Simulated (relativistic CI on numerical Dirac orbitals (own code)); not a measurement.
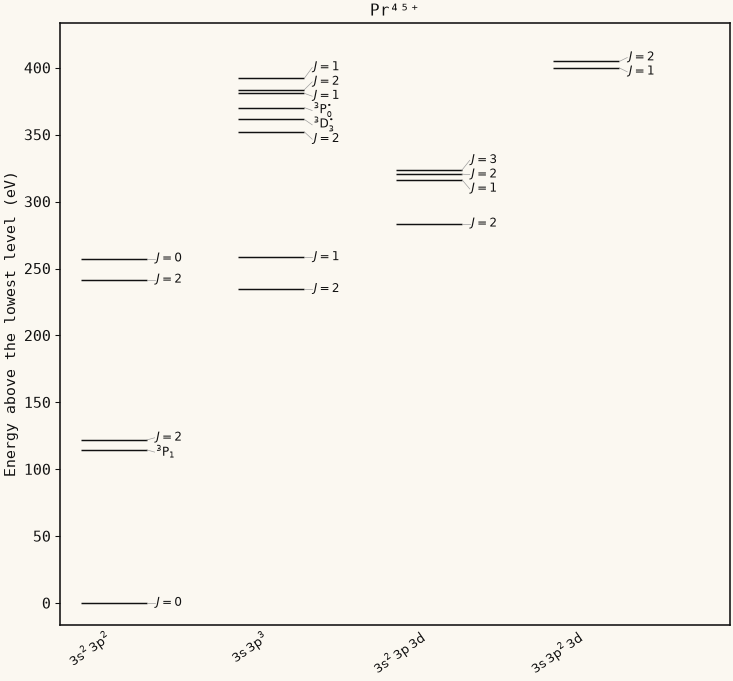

**Figure 1.** Level diagram of Pr XLVI (Pr⁴⁵⁺). The lowest level is 3s² 3p² [(3p₁/₂)²] J = 0. The first excited level, 3s² 3p² ³P₁, lies at 114 eV. The lowest level of opposite parity, 3s 3p³ [3s 3p₃/₂] J = 2, is at 235 eV. The levels are close to jj coupling (mean leading weight 57 % in LS and 89 % in jj).

```tsv
Configuration	Level	E (eV)	LS purity (%)
3s² 3p²	[(3p₁/₂)²] J = 0	0	71
3s² 3p²	³P₁	114.5	99
3s² 3p²	[3p₁/₂ 3p₃/₂] J = 2	121.9	61
3s 3p³	[3s 3p₃/₂] J = 2	234.6	42
3s² 3p²	[(3p₃/₂)²] J = 2	241.6	61
3s² 3p²	[(3p₃/₂)²] J = 0	257.4	70
3s 3p³	[3s 3p₃/₂] J = 1	258.2	36
3s² 3p 3d	[3p₁/₂ 3d₃/₂] J = 2	283.5	74
3s² 3p 3d	[3p₁/₂ 3d₃/₂] J = 1	316.5	48
3s² 3p 3d	[3p₁/₂ 3d₅/₂] J = 2	320.5	31
3s² 3p 3d	[3p₁/₂ 3d₅/₂] J = 3	323.5	51
3s 3p³	[3s 3p₁/₂ (3p₃/₂)²] J = 2	352.1	46
3s 3p³	³D°₃	361.4	84
3s 3p³	³P°₀	370.3	89
3s 3p³	[3s 3p₁/₂ (3p₃/₂)²] J = 1	380.9	43
3s 3p³	[3s 3p₁/₂ (3p₃/₂)²] J = 2	383.6	55
3s 3p³	[3s 3p₁/₂ (3p₃/₂)²] J = 1	392.2	39
3s 3p² 3d	[3s 3d₃/₂] J = 1	399.9	48
```

# Pr⁴⁵⁺: relativistic CI calculation

Pr⁴⁵⁺. Computed at this level: Dirac-Coulomb-Breit CI, KLI orbitals optimised for each configuration, model QED (radiative potential, 1s self-energy scaled to tabulated hydrogen-like ionisation energies) (relativistic CI on numerical Dirac orbitals, in-house).

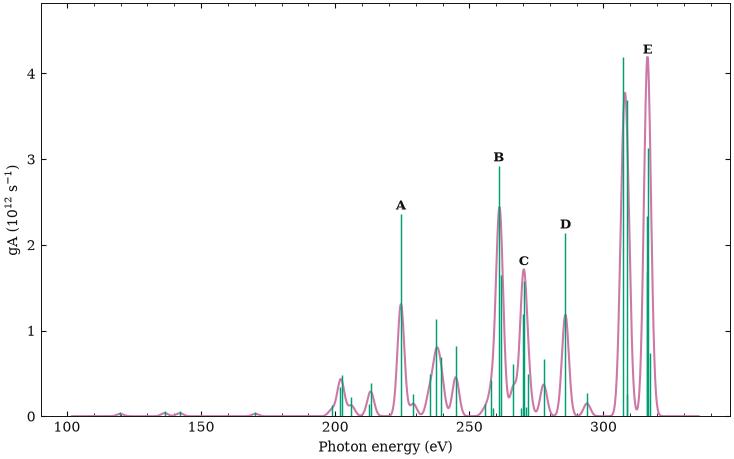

**Figure 2.** The stronger electric dipole lines (weighted rates gA) for Pr⁴⁵⁺. The envelope is a Gaussian of full width 3 eV, scaled to the tallest stick. A: 3s² 3p 3d [3p₃/₂ 3d₅/₂] J = 3 → 3s² 3p² [(3p₃/₂)²] J = 2, 224.5 eV, gA = 2.4×10¹² s⁻¹; B: 3s 3p³ [3s (3p₃/₂)³] J = 2 → 3s² 3p² [(3p₃/₂)²] J = 2, 261.0 eV, gA = 2.9×10¹² s⁻¹; C: 3s 3p³ [3s 3p₁/₂ (3p₃/₂)²] J = 1 → 3s² 3p² [3p₁/₂ 3p₃/₂] J = 2, 270.3 eV, gA = 1.6×10¹² s⁻¹; D: 3s 3p³ [3s (3p₃/₂)³] J = 1 → 3s² 3p² [(3p₃/₂)²] J = 2, 285.8 eV, gA = 2.1×10¹² s⁻¹; E: 3s² 3p 3d [3p₁/₂ 3d₃/₂] J = 1 → 3s² 3p² [(3p₁/₂)²] J = 0, 316.5 eV, gA = 3.1×10¹² s⁻¹. The strongest lettered line, E, lies in the soft X-ray region.

These pictures come from the run below.

Input file:
```
atom Pr  Z=59  charge=45  electrons=14
nucleus A=141  rms_radius_fm=4.8919
hamiltonian dirac-coulomb  breit=on  qed=on  c_scale=1
orbitals kli  potential=per-configuration
slater_scale 1
correlation none
mixing on
configurations
  [Ne] 3s2 3p2
  [Ne] 3s 3p3
  [Ne] 3s2 3p 3d
  [Ne] 3p4
  [Ne] 3s 3p2 3d
  [Ne] 3s2 3d2
  [Ne] 3s 3d3
  [Ne] 3p2 3d2
  [Ne] 3p 3d3
end
```

Launched within a batch (the task file carries these settings):
```bash
python <driver script> task.json out
```

The program writes its results to a structured record and prints no log; tables and figures of this report are taken from that record.

Key numbers:

| quantity | value |
| --- | --- |
| outcome | converged |
| lowest level | 3s² 3p² [(3p₁/₂)²] J = 0 |
| first excited level | 3s² 3p² ³P₁, 923,202 cm⁻¹ |
| levels computed | 356 |
| SCF iterations | 58 |
| hardware | 1 thread of Arm Neoverse N1, 98 GiB of memory available, shared host |

Notes:

To bear in mind: only lines among the lowest 40 of 356 levels are drawn, so those from 3s 3p² 3d and 3p⁴ are incomplete.
